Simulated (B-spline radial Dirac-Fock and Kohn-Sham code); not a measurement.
Br⁴⁺, configuration [Ar] 3d10 4s2 4p1. Method: independent-particle Coulomb rates on relativistic LDA orbitals, configuration-average energies from Dirac–Fock (computed with a B-spline radial atomic code).

A figure with this caption is to be made: «Auger groups that fill a K (1s) hole, broadened by 10 eV full width and differentiated. Kinetic energies count from the vacuum level; very weak lines are left out.» What will it show?

The strongest group is K-L2L3 at 10.17 keV (31 % of the non-radiative width), followed by K-L3L3 at 10.21 keV (17 %), K-L1L3 at 9.992 keV (13 %), K-L1L2 at 9.944 keV (7.5 %). The lines shown span 9.747 keV to 13.00 keV.

The computed plot:

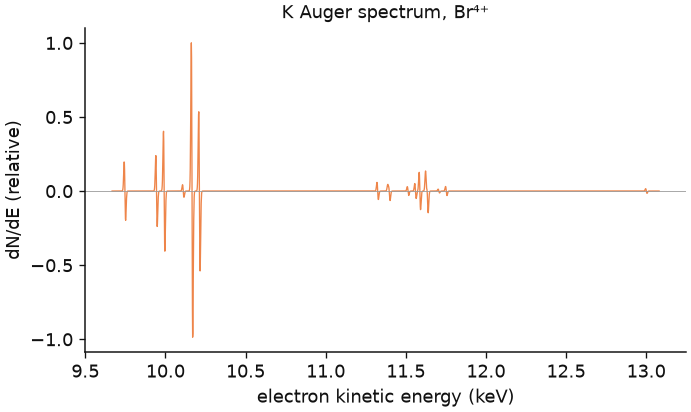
